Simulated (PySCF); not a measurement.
```yaml
atoms:
  - { symbol: Rb, position_ang: [0.0000, 0.0000, -0.3457] }
  - { symbol: Be, position_ang: [0.0000, 0.0000, 3.2573] }
```

Core potentials replace the inner electrons of Rb.

These are results of PBE0/def2-TZVP, non-relativistic Hamiltonian with scalar-relativistic core potentials where named, at a bond length of 3.603 Å in PySCF 2.14.0, not measurements.

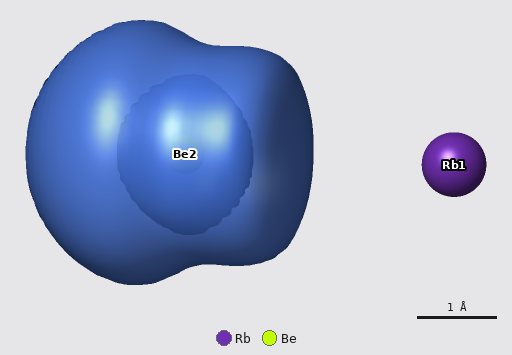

RbBe (doublet). Isosurface of the electron localisation function at 0.9 (blue), seen from one side. Core shells and regions of very low density are left out.

**What do the ELF domains correspond to?**

At this value the surface marks out one region wrapped around Be (its valence shell). Profiles from the grid: Rb–Be (3.60 Å): the ELF is about 0.20 at the midpoint.
